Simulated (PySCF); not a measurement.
# Two attempts at Si2H4Cl (SMILES [SiH2][SiH2]Cl)

Aim: a single-point energy of Si2H4Cl at USPW92/cc-pVDZ (density fitting with cc-pvdz-jkfit).

The calculation is run with PySCF 2.14.0.

4 further runs of the same task are left out: 1 that didn't finish, 3 set aside as unsound or not needed.

### 1 Starting point

Si2H4Cl has 7 atoms, charge 0, and is taken as a doublet. SMILES: `[SiH2][SiH2]Cl`. The coordinates come from a PBE0-D4/def2-TZVP relaxation. This is one conformer, not always the lowest.

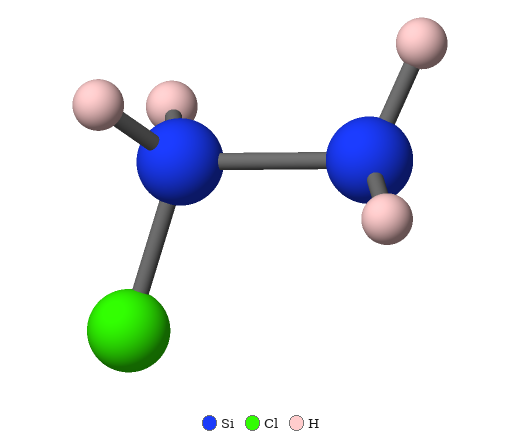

Viewed from a chosen angle; silicon blue, chlorine green, hydrogen pink.

### 2 Try one

The input, calc.py:

```python
import pyscf.grad
from pyscf import gto, dft
from pyscf.pbc.tools.pyscf_ase import PySCF, ase_atoms_to_pyscf
from ase import Atoms

atoms = Atoms(['Si', 'Si', 'Cl', 'H', 'H', 'H', 'H'], positions=[
    [-1.304600, 0.197100, -0.490100],
    [0.776300, -0.077600, 0.507200],
    [0.893700, -2.004700, 1.231800],
    [-1.568700, -0.750400, -1.605500],
    [-1.580900, 1.597700, -0.913100],
    [0.925300, 0.861100, 1.647000],
    [1.920200, 0.108800, -0.423000],
])

mol = gto.M(
    atom=ase_atoms_to_pyscf(atoms),
    basis='cc-pvdz',
    verbose=3,
    spin=1,
    charge=0,
    max_memory=1860,
)

myscf = dft.UKS(mol, xc='spw92')
myscf = myscf.density_fit(auxbasis='cc-pvdz-jkfit')
myscf.max_cycle = 5
atoms.calc = PySCF(method=myscf)

e_ev = atoms.get_potential_energy()
print('energy %.6f eV' % e_ev)
```

Command:

```console
OMP_NUM_THREADS=1 python calc.py
```

The log of the run:

```text
SCF not converged.
SCF energy = -1037.71848759393 after 5 cycles  <S^2> = 0.75168621  2S+1 = 2.0016855
RuntimeError: <pyscf.df.df_jk.DFUKS object> not converged
```

It took 3.3 s on 1 thread of Intel Xeon Platinum 8488C (Sapphire Rapids), shared host; peak memory 0.22 GiB.

### 3 What went wrong

No converged result was reached.

The log says `RuntimeError: <pyscf.df.df_jk.DFUKS object> not converged`. The cause is that the iteration cap is too low for convergence. To mend it: iteration cap at its default in place of 5.

### 4 Try two

calc.py: that of step 2 with these lines changed.

```diff
@@ -17,6 +17,5 @@
     atom=ase_atoms_to_pyscf(atoms),
+    spin=1,
+    verbose=3,
     basis='cc-pvdz',
-    verbose=3,
-    spin=1,
-    charge=0,
     max_memory=1860,
@@ -24,6 +23,6 @@
 
-myscf = dft.UKS(mol, xc='spw92')
-myscf = myscf.density_fit(auxbasis='cc-pvdz-jkfit')
-myscf.max_cycle = 5
-atoms.calc = PySCF(method=myscf)
+ks = dft.UKS(mol)
+ks.xc = 'spw92'
+ks = ks.density_fit(auxbasis='cc-pvdz-jkfit')
+atoms.calc = PySCF(method=ks)
```

Command:

```console
OMP_NUM_THREADS=1 python calc.py
```

The log of the run:

```text
converged SCF energy = -1037.7184925087  <S^2> = 0.75175118  2S+1 = 2.0017504
energy -28237.758480 eV
```

Run time: 5.4 s. Hardware: 1 thread of Intel Xeon Platinum 8488C (Sapphire Rapids), shared host; peak memory 0.23 GiB.

### 5 Results

Level: USPW92/cc-pVDZ (density fitting with cc-pvdz-jkfit).

| quantity | value |
| --- | --- |
| total energy | -1037.71849 Eh |
| dipole moment | 1.38 D |
| HOMO energy (highest over α and β) | -5.33 eV |
| LUMO energy (lowest over α and β) | -4.18 eV |
| ⟨S²⟩ | 0.752 |
